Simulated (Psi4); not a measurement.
# InHCl2O (SMILES [OH][In]([Cl])[Cl]): TPSSh/def2-SVP (core potential)

What is the vertical singlet–triplet gap of InHCl2O at TPSSh/def2-SVP (core potential)? 

The calculation is run with Psi4 1.11.

5 further runs of the same task are left out: 2 that didn't finish, 3 set aside as unsound or not needed. Runs told in other sessions of the task aren't counted.

**1. The system as given**

InHCl2O: 5 atoms, total charge 0, spin state singlet. SMILES: `[OH][In]([Cl])[Cl]`. The coordinates come from a PBE0-D4/def2-TZVP relaxation.

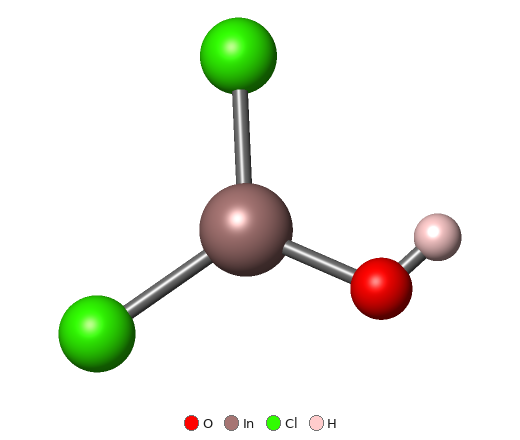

Viewed from a chosen angle; oxygen red, indium brown, chlorine green, hydrogen pink.

**2. The energy at TPSSh/def2-SVP (core potential)**

The input, cl2hino.in:

```
memory 2200 mb

molecule {
  0 1
  O     -0.347800     1.510200    -0.137200
  In    -0.087900    -0.432900    -0.100800
  Cl     1.722600    -1.320600     1.019900
  Cl    -1.580600    -1.801600    -1.170600
  H      0.343600     1.971200     0.347200
  symmetry c1
}

set {
  basis def2-SVP
  puream true
  e_convergence 1e-09
  d_convergence 1e-08
  scf_type pk
  dft_radial_points 99
  dft_spherical_points 590
}

energy("tpssh")
```

Run with:

```bash
$ psi4 -i cl2hino.in -o cl2hino.out -n 1
```

cl2hino.out:

```text
[...]
    !!!  WARNING: ECP capability is in beta. Please check occupations closely.  !!!
[...]
  Running in c1 symmetry.
[...]
  Nuclear repulsion =  300.404504641019855
[...]
  Multiplicity = 1
[...]
  Nalpha       = 32
  Nbeta        = 32
[...]
    Number of basis functions: 81
[...]
   @RKS iter   1: -1185.82107132073838   -9.07418e-01   9.69884e-03 ADIIS/DIIS
[...]
   @RKS iter  12: -1186.07547662030265   -1.81899e-12   4.34108e-09 DIIS
[...]
    Orbital Energies [Eh]
    ---------------------
    Doubly Occupied:
       1A   -101.354713     2A   -101.352239     3A    -19.075004
       4A     -9.380452     5A     -9.377862     6A     -7.133925
       7A     -7.131105     8A     -7.127101     9A     -7.126482
      10A     -7.124612    11A     -7.124083    12A     -4.657220
      13A     -3.077937    14A     -3.071744    15A     -3.068716
      16A     -0.955134    17A     -0.823398    18A     -0.819756
      19A     -0.786071    20A     -0.783449    21A     -0.776426
      22A     -0.755561    23A     -0.746675    24A     -0.473672
      25A     -0.412445    26A     -0.359641    27A     -0.332526
      28A     -0.328809    29A     -0.311812    30A     -0.308581
      31A     -0.305270    32A     -0.298478
[...]
  @RKS Final Energy: -1186.07547662030265
   => Energetics <=
    Nuclear Repulsion Energy =            300.4045046410198552
    One-Electron Energy =               -2308.8582659837579740
    Two-Electron Energy =                 896.6722458943391985
    DFT Exchange-Correlation Energy =     -74.2939611719037458
    Empirical Dispersion Energy =           0.0000000000000000
    VV10 Nonlocal Energy =                  0.0000000000000000
    Total Energy =                      -1186.0754766203024246
[...]
 Multipole Moments:
 ------------------------------------------------------------------------------------
     Multipole            Electronic (a.u.)      Nuclear  (a.u.)        Total (a.u.)
 ------------------------------------------------------------------------------------
 L = 1.  Multiply by 2.5417464519 to convert [e a0] to [Debye]
 Dipole X            :         -2.3595007            2.6672025            0.3077018
 Dipole Y            :         11.8434891          -11.3653844            0.4781047
 Dipole Z            :         -0.7078193            0.9433069            0.2354876
 Magnitude           :                                                    0.6154014
[...]
```

Wall time 14 s (1 thread of Intel Xeon 6975P-C (Granite Rapids), shared host); peak memory 1.4 GiB.

**3. The triplet: energy and forces at UTPSSh/def2-SVP (core potential)**

The input, job.in:

```
memory 2200 MB

molecule {
  0 3
  O
  In 1 r2
  Cl 2 r3 1 a3
  Cl 2 r4 1 a4 3 d4
  H 1 r5 2 a5 4 d5

  r2 = 1.960742
  r3 = 2.306922
  a3 = 119.62907
  r4 = 2.290407
  a4 = 119.81129
  d4 = -179.95644
  r5 = 0.961872
  a5 = 111.73616
  d5 = 179.959
  symmetry c1
  no_reorient
  no_com
}

set globals {
  basis def2-SVP
  reference uks
  puream true
  e_convergence 1e-09
  d_convergence 1e-08
  scf_type pk
  dft_radial_points 99
  dft_spherical_points 590
  maxiter 100
}

E, wfn = gradient("tpssh", return_wfn=True)
oeprop(wfn, "MULLIKEN_CHARGES", "QUADRUPOLE", "DIPOLE")
print_variables()
```

Run with:

```bash
$ psi4 -n 1 job.in job.out
```

job.out (excerpt; [...] marks lines left out):

```text
[...]
    !!!  WARNING: ECP capability is in beta. Please check occupations closely.  !!!
[...]
  Running in c1 symmetry.
[...]
  Nuclear repulsion =  300.404537163060809
[...]
  Multiplicity = 3
[...]
  Nalpha       = 33
  Nbeta        = 31
[...]
    Number of basis functions: 81
[...]
   @UKS iter   1: -1185.55458150190020   -6.41078e-01   1.08129e-02 DIIS/ADIIS
[...]
   @UKS iter  60: -1185.90679436120604   -2.27374e-12   6.88701e-09 DIIS
[...]
   @S^2 Observed:                2.005335688E+00
[...]
  @UKS Final Energy: -1185.90679436120604
   => Energetics <=
    Nuclear Repulsion Energy =            300.4045371630608088
    One-Electron Energy =               -2309.0753719520898812
    Two-Electron Energy =                 897.0325683232812253
    DFT Exchange-Correlation Energy =     -74.2685278954583907
    Empirical Dispersion Energy =           0.0000000000000000
    VV10 Nonlocal Energy =                  0.0000000000000000
    Total Energy =                      -1185.9067943612060390
  UHF NO Occupations:
  HONO-2 :   31  A 1.9983252
  HONO-1 :   32  A 1.0000000
[...]
  -Total Gradient:
     Atom            X                  Y                   Z
    ------   -----------------  -----------------  -----------------
       1       -0.000184410172    -0.017832368345     0.074597703858
       2       -0.000522779524     0.000384631080    -0.028190602738
       3        0.000093560126     0.050623981132    -0.029233453419
       4        0.000291262518    -0.052398539048    -0.029598975584
       5        0.000320060196     0.019200900684     0.012434262443
[...]
 Multipole Moments:
 ------------------------------------------------------------------------------------
     Multipole            Electronic (a.u.)      Nuclear  (a.u.)        Total (a.u.)
 ------------------------------------------------------------------------------------
 L = 1.  Multiply by 2.5417464519 to convert [e a0] to [Debye]
 Dipole X            :         -0.0182087           -0.0151847           -0.0333934
[...]
```

It took 88 s on 1 thread of Intel Xeon 6975P-C (Granite Rapids), shared host; peak memory 1.4 GiB.

**4. Results**

Level: TPSSh/def2-SVP (core potential).

```
                                        quantity           value
                           singlet: total energy  -1186.07548 Eh
                          singlet: dipole moment          1.56 D
                            singlet: HOMO energy        -8.12 eV
                            singlet: LUMO energy        -2.82 eV
                          singlet: HOMO–LUMO gap         5.30 eV
                           triplet: total energy  -1185.90679 Eh
                          triplet: dipole moment          2.63 D
     triplet: HOMO energy (highest over α and β)        -3.75 eV
                                   triplet: ⟨S²⟩           2.005
               triplet: largest force on an atom      3.944 eV/Å
vertical energy of the triplet above the singlet        4.590 eV
```

**Reading.** At this shape the triplet lies 4.59 eV (443 kJ/mol) above the singlet. With no_com the log's rotational constants are taken about the origin, not the centre of mass, so they aren't the molecule's.
